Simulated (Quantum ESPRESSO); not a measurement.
# MnH2O2 (Pyrochroite): cost and accuracy of cutoff, mesh and threshold together, part 2 of 2

Wanted: the cheapest choice of cutoff, mesh and threshold together that holds the magnetic results of MnH2O2 (Pyrochroite).

Quantum ESPRESSO 7.5; LDA with U = 4 eV on Mn d (ortho-atomic projectors); plane waves with GBRV 1.5 LDA potentials, no spin-orbit coupling (settings of the first rung).

So far, largest spin moment in the atom's sphere (μB): step 2 (rung 1, start ferro +) 4.23; step 3 (rung 1, start antiferro q=(0,1/2,1/2) +-) 4.22; step 4 (rung 2, start ferro +) 4.18.

## Step 5: Rung 2, start antiferro q=(0,1/2,1/2) +-

Input file pw.in:

```
&CONTROL
  calculation = 'scf'
  prefix = 'pwscf'
  outdir = './tmp'
  pseudo_dir = './pseudo'
  disk_io = 'nowf'
/
&SYSTEM
  ibrav = 0
  celldm(1) = 8
  nat = 10
  ntyp = 4
  ecutwfc = 30
  ecutrho = 210
  nbnd = 41
  occupations = 'smearing'
  smearing = 'fd'
  degauss = 0.00367493
  nspin = 2
  starting_magnetization(1) = 0.3
  starting_magnetization(2) = -0.3
  starting_magnetization(3) = 0
  starting_magnetization(4) = 0
/
&ELECTRONS
  conv_thr = 1d-06
  electron_maxstep = 150
  mixing_beta = 0.3
/
ATOMIC_SPECIES
Mn1    54.9380 mn_lda_v1.5.uspp.F.UPF
Mn2    54.9380 mn_lda_v1.5.uspp.F.UPF
H       1.0080 h_lda_v1.4.uspp.F.UPF
O      15.9990 o_lda_v1.2.uspp.F.UPF
CELL_PARAMETERS alat
   0.7677012381292    0.0000000000000    0.0000000000000
  -0.7677012381292    1.3296975494736    0.0000000000000
  -0.3838506190646    0.6648487747368    1.0582466297904
ATOMIC_POSITIONS crystal
Mn1     0.0000000000    0.0000000000    0.0000000000
Mn2     0.0000000000    0.5000000000    0.0000000000
H       0.3333333333    0.1103333333    0.4460000000
H       0.3333333333    0.6103333333    0.4460000000
H       0.6666666667    0.8896666666    0.5540000000
H       0.6666666667    0.3896666666    0.5540000000
O       0.3333333333    0.2203333334    0.2260000000
O       0.3333333333    0.7203333333    0.2260000000
O       0.6666666667    0.7796666666    0.7740000000
O       0.6666666667    0.2796666666    0.7740000000
K_POINTS automatic
6 3 6 0 0 0
HUBBARD {ortho-atomic}
U Mn1-3d 4.0000
U Mn2-3d 4.0000
```

On the command line:

```bash
OMP_NUM_THREADS=1 mpirun -n 2 pw.x -nk 2 -in pw.in > pw.out
```

The program printed:

```text
     [... lines left out ...]
Program PWSCF v.7.5 starts
     [... lines left out ...]
     number of atoms/cell      =           10
     [... lines left out ...]
     number of electrons       =        58.00
     number of Kohn-Sham states=           41
     kinetic-energy cutoff     =      30.0000  Ry
     charge density cutoff     =     210.0000  Ry
     scf convergence threshold =      1.0E-06
     [... lines left out ...]
      4 Sym. Ops., with inversion, found
     [... lines left out ...]
     number of k points=    34  Fermi-Dirac smearing, width (Ry)=  0.0037
     [... lines left out ...]
     iteration #  8     ecut=    30.00 Ry     beta= 0.30
     [... lines left out ...]
     Magnetic moment per site  (integrated on atomic sphere of radius R)
     atom   1 (R=0.208)  charge= 12.4214  magn=  4.1751
     atom   2 (R=0.208)  charge= 12.4214  magn= -4.1751
     atom   3 (R=0.096)  charge=  0.3895  magn= -0.0013
     atom   4 (R=0.096)  charge=  0.3895  magn=  0.0013
     atom   5 (R=0.096)  charge=  0.3895  magn= -0.0013
     atom   6 (R=0.096)  charge=  0.3895  magn=  0.0013
     atom   7 (R=0.096)  charge=  2.0082  magn= -0.0138
     atom   8 (R=0.096)  charge=  2.0082  magn=  0.0138
     atom   9 (R=0.096)  charge=  2.0082  magn= -0.0138
     atom  10 (R=0.096)  charge=  2.0082  magn=  0.0138
     [... lines left out ...]
     Tr[ns(  1)] (up, down, total) =   4.96753  0.26895  5.23648
     [... lines left out ...]
     Tr[ns(  2)] (up, down, total) =   0.26895  4.96753  5.23648
     [... lines left out ...]
     the Fermi energy is     8.2826 ev
!    total energy              =    -556.09858927 Ry
     estimated scf accuracy    <       0.00000023 Ry
     smearing contrib. (-TS)   =      -0.00000000 Ry
     [... lines left out ...]
     total magnetization       =    -0.00 Bohr mag/cell
     absolute magnetization    =     9.64 Bohr mag/cell
     convergence has been achieved in   8 iterations
```

The job ended after 48 s (2 MPI ranks of Intel Xeon Platinum 8175M at 2.50GHz (Skylake/Cascade Lake), shared host; peak memory 0.3 GiB).

This step gave:

* magnetization: 0 μB
* final state: antiferromagnetic
* largest moment: 4.175 μB

## Step 6: Rung 3, start ferro +

Input file pw.in:

```
&CONTROL
  calculation = 'scf'
  prefix = 'pwscf'
  outdir = './tmp'
  pseudo_dir = './pseudo'
  disk_io = 'nowf'
/
&SYSTEM
  ibrav = 0
  celldm(1) = 8
  nat = 5
  ntyp = 3
  ecutwfc = 40
  ecutrho = 280
  nbnd = 25
  occupations = 'smearing'
  smearing = 'fd'
  degauss = 0.00367493
  nspin = 2
  starting_magnetization(1) = 0.3
  starting_magnetization(2) = 0
  starting_magnetization(3) = 0
/
&ELECTRONS
  conv_thr = 1d-08
  electron_maxstep = 150
  mixing_beta = 0.3
/
ATOMIC_SPECIES
Mn     54.9380 mn_lda_v1.5.uspp.F.UPF
H       1.0080 h_lda_v1.4.uspp.F.UPF
O      15.9990 o_lda_v1.2.uspp.F.UPF
CELL_PARAMETERS alat
   0.7677012381292    0.0000000000000    0.0000000000000
  -0.3838506190646    0.6648487747368    0.0000000000000
   0.0000000000000    0.0000000000000    1.0582466297904
ATOMIC_POSITIONS crystal
Mn      0.0000000000    0.0000000000    0.0000000000
H       0.3333333333    0.6666666667    0.4460000000
H       0.6666666667    0.3333333333    0.5540000000
O       0.3333333333    0.6666666667    0.2260000000
O       0.6666666667    0.3333333333    0.7740000000
K_POINTS automatic
8 8 8 0 0 0
HUBBARD {ortho-atomic}
U Mn-3d 4.0000
```

The program printed:

```text
     [... lines left out ...]
Program PWSCF v.7.5 starts
     [... lines left out ...]
     number of atoms/cell      =            5
     [... lines left out ...]
     number of electrons       =        29.00
     number of Kohn-Sham states=           25
     kinetic-energy cutoff     =      40.0000  Ry
     charge density cutoff     =     280.0000  Ry
     scf convergence threshold =      1.0E-08
     [... lines left out ...]
     12 Sym. Ops., with inversion, found
     [... lines left out ...]
     number of k points=    65  Fermi-Dirac smearing, width (Ry)=  0.0037
     [... lines left out ...]
     iteration # 10     ecut=    40.00 Ry     beta= 0.30
     [... lines left out ...]
     Magnetic moment per site  (integrated on atomic sphere of radius R)
     atom   1 (R=0.208)  charge= 12.4183  magn=  4.1801
     atom   2 (R=0.096)  charge=  0.3921  magn=  0.0040
     atom   3 (R=0.096)  charge=  0.3921  magn=  0.0040
     atom   4 (R=0.096)  charge=  2.0144  magn=  0.0395
     atom   5 (R=0.096)  charge=  2.0144  magn=  0.0395
     [... lines left out ...]
     Tr[ns(  1)] (up, down, total) =   4.96982  0.26353  5.23334
     [... lines left out ...]
     the Fermi energy is     8.3010 ev
!    total energy              =    -278.08662714 Ry
     estimated scf accuracy    <          7.7E-09 Ry
     smearing contrib. (-TS)   =      -0.00000000 Ry
     [... lines left out ...]
     total magnetization       =     5.00 Bohr mag/cell
     absolute magnetization    =     5.00 Bohr mag/cell
     convergence has been achieved in  10 iterations
```

It took 28 s on 2 MPI ranks; peak memory 0.28 GiB.

This step gave:

| Item | Value |
| --- | --- |
| magnetization | 5 μB |
| final state | ferromagnetic |
| largest moment | 4.180 μB |

## Step 7: Rung 3, start antiferro q=(0,1/2,1/2) +-

Input file pw.in:

```
&CONTROL
  calculation = 'scf'
  prefix = 'pwscf'
  outdir = './tmp'
  pseudo_dir = './pseudo'
  disk_io = 'nowf'
/
&SYSTEM
  ibrav = 0
  celldm(1) = 8
  nat = 10
  ntyp = 4
  ecutwfc = 40
  ecutrho = 280
  nbnd = 41
  occupations = 'smearing'
  smearing = 'fd'
  degauss = 0.00367493
  nspin = 2
  starting_magnetization(1) = 0.3
  starting_magnetization(2) = -0.3
  starting_magnetization(3) = 0
  starting_magnetization(4) = 0
/
&ELECTRONS
  conv_thr = 2d-08
  electron_maxstep = 150
  mixing_beta = 0.3
/
ATOMIC_SPECIES
Mn1    54.9380 mn_lda_v1.5.uspp.F.UPF
Mn2    54.9380 mn_lda_v1.5.uspp.F.UPF
H       1.0080 h_lda_v1.4.uspp.F.UPF
O      15.9990 o_lda_v1.2.uspp.F.UPF
CELL_PARAMETERS alat
   0.7677012381292    0.0000000000000    0.0000000000000
  -0.7677012381292    1.3296975494736    0.0000000000000
  -0.3838506190646    0.6648487747368    1.0582466297904
ATOMIC_POSITIONS crystal
Mn1     0.0000000000    0.0000000000    0.0000000000
Mn2     0.0000000000    0.5000000000    0.0000000000
H       0.3333333333    0.1103333333    0.4460000000
H       0.3333333333    0.6103333333    0.4460000000
H       0.6666666667    0.8896666666    0.5540000000
H       0.6666666667    0.3896666666    0.5540000000
O       0.3333333333    0.2203333334    0.2260000000
O       0.3333333333    0.7203333333    0.2260000000
O       0.6666666667    0.7796666666    0.7740000000
O       0.6666666667    0.2796666666    0.7740000000
K_POINTS automatic
8 4 8 0 0 0
HUBBARD {ortho-atomic}
U Mn1-3d 4.0000
U Mn2-3d 4.0000
```

The program printed:

```text
     [... lines left out ...]
Program PWSCF v.7.5 starts
     [... lines left out ...]
     number of atoms/cell      =           10
     [... lines left out ...]
     number of electrons       =        58.00
     number of Kohn-Sham states=           41
     kinetic-energy cutoff     =      40.0000  Ry
     charge density cutoff     =     280.0000  Ry
     scf convergence threshold =      2.0E-08
     [... lines left out ...]
      4 Sym. Ops., with inversion, found
     [... lines left out ...]
     number of k points=    78  Fermi-Dirac smearing, width (Ry)=  0.0037
     [... lines left out ...]
     iteration # 10     ecut=    40.00 Ry     beta= 0.30
     [... lines left out ...]
     Magnetic moment per site  (integrated on atomic sphere of radius R)
     atom   1 (R=0.208)  charge= 12.4178  magn=  4.1707
     atom   2 (R=0.208)  charge= 12.4178  magn= -4.1707
     atom   3 (R=0.096)  charge=  0.3905  magn= -0.0013
     atom   4 (R=0.096)  charge=  0.3905  magn=  0.0013
     atom   5 (R=0.096)  charge=  0.3905  magn= -0.0013
     atom   6 (R=0.096)  charge=  0.3905  magn=  0.0013
     atom   7 (R=0.096)  charge=  2.0136  magn= -0.0139
     atom   8 (R=0.096)  charge=  2.0136  magn=  0.0139
     atom   9 (R=0.096)  charge=  2.0136  magn= -0.0139
     atom  10 (R=0.096)  charge=  2.0136  magn=  0.0139
     [... lines left out ...]
     Tr[ns(  1)] (up, down, total) =   4.96684  0.26827  5.23510
     [... lines left out ...]
     Tr[ns(  2)] (up, down, total) =   0.26827  4.96684  5.23510
     [... lines left out ...]
     the Fermi energy is     8.3101 ev
!    total energy              =    -556.17440579 Ry
     estimated scf accuracy    <          3.2E-09 Ry
     smearing contrib. (-TS)   =      -0.00000000 Ry
     [... lines left out ...]
     total magnetization       =     0.00 Bohr mag/cell
     absolute magnetization    =     9.64 Bohr mag/cell
     convergence has been achieved in  10 iterations
```

It took 2.7 min on 2 MPI ranks; peak memory 0.56 GiB; 5.3 min of CPU time.

This step gave:

```yaml
magnetization: 0 μB
final_state: antiferromagnetic
largest_moment: 4.171 μB
```

## Step 8: Rung 4, start ferro +

Input file pw.in:

```
&CONTROL
  calculation = 'scf'
  prefix = 'pwscf'
  outdir = './tmp'
  pseudo_dir = './pseudo'
  disk_io = 'nowf'
/
&SYSTEM
  ibrav = 0
  celldm(1) = 8
  nat = 5
  ntyp = 3
  ecutwfc = 52
  ecutrho = 364
  nbnd = 25
  occupations = 'smearing'
  smearing = 'fd'
  degauss = 0.00367493
  nspin = 2
  starting_magnetization(1) = 0.3
  starting_magnetization(2) = 0
  starting_magnetization(3) = 0
/
&ELECTRONS
  conv_thr = 5d-10
  electron_maxstep = 150
  mixing_beta = 0.3
/
ATOMIC_SPECIES
Mn     54.9380 mn_lda_v1.5.uspp.F.UPF
H       1.0080 h_lda_v1.4.uspp.F.UPF
O      15.9990 o_lda_v1.2.uspp.F.UPF
CELL_PARAMETERS alat
   0.7677012381292    0.0000000000000    0.0000000000000
  -0.3838506190646    0.6648487747368    0.0000000000000
   0.0000000000000    0.0000000000000    1.0582466297904
ATOMIC_POSITIONS crystal
Mn      0.0000000000    0.0000000000    0.0000000000
H       0.3333333333    0.6666666667    0.4460000000
H       0.6666666667    0.3333333333    0.5540000000
O       0.3333333333    0.6666666667    0.2260000000
O       0.6666666667    0.3333333333    0.7740000000
K_POINTS automatic
10 10 6 0 0 0
HUBBARD {ortho-atomic}
U Mn-3d 4.0000
```

The program printed:

```text
     [... lines left out ...]
Program PWSCF v.7.5 starts
     [... lines left out ...]
     number of atoms/cell      =            5
     [... lines left out ...]
     number of electrons       =        29.00
     number of Kohn-Sham states=           25
     kinetic-energy cutoff     =      52.0000  Ry
     charge density cutoff     =     364.0000  Ry
     scf convergence threshold =      5.0E-10
     [... lines left out ...]
     12 Sym. Ops., with inversion, found
     [... lines left out ...]
     number of k points=    72  Fermi-Dirac smearing, width (Ry)=  0.0037
     [... lines left out ...]
     iteration # 13     ecut=    52.00 Ry     beta= 0.30
     [... lines left out ...]
     Magnetic moment per site  (integrated on atomic sphere of radius R)
     atom   1 (R=0.208)  charge= 12.4183  magn=  4.1801
     atom   2 (R=0.096)  charge=  0.3909  magn=  0.0040
     atom   3 (R=0.096)  charge=  0.3909  magn=  0.0040
     atom   4 (R=0.096)  charge=  2.0155  magn=  0.0395
     atom   5 (R=0.096)  charge=  2.0155  magn=  0.0395
     [... lines left out ...]
     Tr[ns(  1)] (up, down, total) =   4.96986  0.26349  5.23335
     [... lines left out ...]
     the Fermi energy is     8.2995 ev
!    total energy              =    -278.08830232 Ry
     estimated scf accuracy    <          3.6E-11 Ry
     smearing contrib. (-TS)   =      -0.00000000 Ry
     [... lines left out ...]
     total magnetization       =     5.00 Bohr mag/cell
     absolute magnetization    =     5.00 Bohr mag/cell
     convergence has been achieved in  13 iterations
```

Run time: 77 s. Hardware: 2 MPI ranks; peak memory 0.41 GiB.

Read from the output:

```yaml
magnetization: 5 μB
final_state: ferromagnetic
largest_moment: 4.180 μB
```

## Step 9: Rung 4, start antiferro q=(0,1/2,1/2) +-

Input file pw.in:

```
&CONTROL
  calculation = 'scf'
  prefix = 'pwscf'
  outdir = './tmp'
  pseudo_dir = './pseudo'
  disk_io = 'nowf'
/
&SYSTEM
  ibrav = 0
  celldm(1) = 8
  nat = 10
  ntyp = 4
  ecutwfc = 52
  ecutrho = 364
  nbnd = 41
  occupations = 'smearing'
  smearing = 'fd'
  degauss = 0.00367493
  nspin = 2
  starting_magnetization(1) = 0.3
  starting_magnetization(2) = -0.3
  starting_magnetization(3) = 0
  starting_magnetization(4) = 0
/
&ELECTRONS
  conv_thr = 1d-09
  electron_maxstep = 150
  mixing_beta = 0.3
/
ATOMIC_SPECIES
Mn1    54.9380 mn_lda_v1.5.uspp.F.UPF
Mn2    54.9380 mn_lda_v1.5.uspp.F.UPF
H       1.0080 h_lda_v1.4.uspp.F.UPF
O      15.9990 o_lda_v1.2.uspp.F.UPF
CELL_PARAMETERS alat
   0.7677012381292    0.0000000000000    0.0000000000000
  -0.7677012381292    1.3296975494736    0.0000000000000
  -0.3838506190646    0.6648487747368    1.0582466297904
ATOMIC_POSITIONS crystal
Mn1     0.0000000000    0.0000000000    0.0000000000
Mn2     0.0000000000    0.5000000000    0.0000000000
H       0.3333333333    0.1103333333    0.4460000000
H       0.3333333333    0.6103333333    0.4460000000
H       0.6666666667    0.8896666666    0.5540000000
H       0.6666666667    0.3896666666    0.5540000000
O       0.3333333333    0.2203333334    0.2260000000
O       0.3333333333    0.7203333333    0.2260000000
O       0.6666666667    0.7796666666    0.7740000000
O       0.6666666667    0.2796666666    0.7740000000
K_POINTS automatic
10 5 6 0 0 0
HUBBARD {ortho-atomic}
U Mn1-3d 4.0000
U Mn2-3d 4.0000
```

The program printed:

```text
     [... lines left out ...]
Program PWSCF v.7.5 starts
     [... lines left out ...]
     number of atoms/cell      =           10
     [... lines left out ...]
     number of electrons       =        58.00
     number of Kohn-Sham states=           41
     kinetic-energy cutoff     =      52.0000  Ry
     charge density cutoff     =     364.0000  Ry
     scf convergence threshold =      1.0E-09
     [... lines left out ...]
      4 Sym. Ops., with inversion, found
     [... lines left out ...]
     number of k points=   234  Fermi-Dirac smearing, width (Ry)=  0.0037
     [... lines left out ...]
     iteration # 12     ecut=    52.00 Ry     beta= 0.30
     [... lines left out ...]
     Magnetic moment per site  (integrated on atomic sphere of radius R)
     atom   1 (R=0.208)  charge= 12.4170  magn=  4.1705
     atom   2 (R=0.208)  charge= 12.4169  magn= -4.1705
     atom   3 (R=0.096)  charge=  0.3911  magn= -0.0013
     atom   4 (R=0.096)  charge=  0.3910  magn=  0.0013
     atom   5 (R=0.096)  charge=  0.3911  magn= -0.0013
     atom   6 (R=0.096)  charge=  0.3910  magn=  0.0013
     atom   7 (R=0.096)  charge=  2.0132  magn= -0.0139
     atom   8 (R=0.096)  charge=  2.0159  magn=  0.0139
     atom   9 (R=0.096)  charge=  2.0132  magn= -0.0139
     atom  10 (R=0.096)  charge=  2.0159  magn=  0.0139
     [... lines left out ...]
     Tr[ns(  1)] (up, down, total) =   4.96688  0.26820  5.23509
     [... lines left out ...]
     Tr[ns(  2)] (up, down, total) =   0.26820  4.96688  5.23509
     [... lines left out ...]
     the Fermi energy is     8.3089 ev
!    total energy              =    -556.17774516 Ry
     estimated scf accuracy    <          2.0E-10 Ry
     smearing contrib. (-TS)   =      -0.00000000 Ry
     [... lines left out ...]
     total magnetization       =    -0.00 Bohr mag/cell
     absolute magnetization    =     9.64 Bohr mag/cell
     convergence has been achieved in  12 iterations
```

It took 15 min on 2 MPI ranks; peak memory 1.7 GiB; 30 min of CPU time.

Numbers from this step:

| Item | Value |
| --- | --- |
| magnetization | 0 μB |
| final state | antiferromagnetic |
| largest moment | 4.171 μB |

## Step 10: The rungs together

Ladder, by row:

```csv
rung,cutoff (eV),mesh,state from the first start,state from the second start,second less first (meV a seeded atom),"moment, first (μB)","moment, second (μB)",CPU time (s)
1,299,4x4x2,ferromagnetic,antiferromagnetic,-112.4,4.233,4.223,24.06
2,408,6x6x6,ferromagnetic,antiferromagnetic,-7.803,4.185,4.175,120
3,544,8x8x8,ferromagnetic,antiferromagnetic,-7.834,4.18,4.171,376
4,707,10x10x6,ferromagnetic,antiferromagnetic,-7.759,4.18,4.171,1952
```

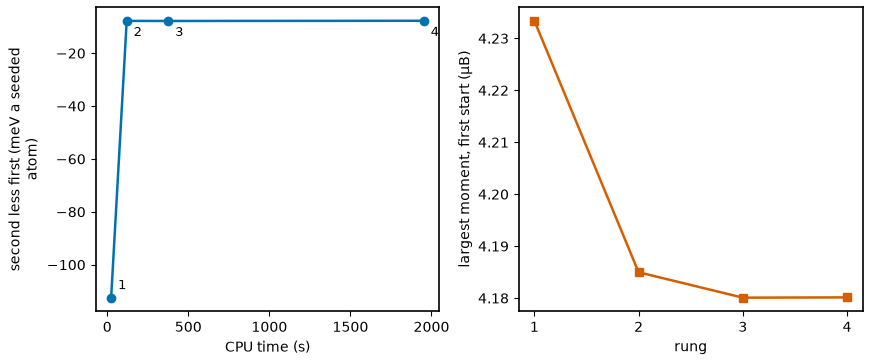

Result against cost, rungs numbered as in the table, and the moment by rung.

## Step 11: Summary of results

* range of the largest moment, first start: 4.18 to 4.23 μB; second start 4.17 to 4.22 μB
* range of CPU time: 24 s to 33 min
* range of the energy difference: -112 to -7.76 meV a seeded atom
* first rung that agrees with the last (margins below): 2

What this shows: From rung 2 on the states are those of the last rung, the moments stay within 0.05 μB of it and the difference within 1 meV; rung 2 took 6.1 % of its CPU time.

[Logs and program files are shortened in this print: banners, set-up blocks, solver, clock and traceback lines can be left out without a mark of their own.]

[Logs are printed without paths, hosts, clocks, repeated set-up lines and the standing remarks that a program may print on its own settings, such as how far it seeks lower states.]

[Hosts, paths, dates, database ids (printed as entryN), source tags and the programs' standing remarks are cut or masked in the printed files.]

[Where a cell is said to come from a database of computed structures, the database is the Materials Project.]
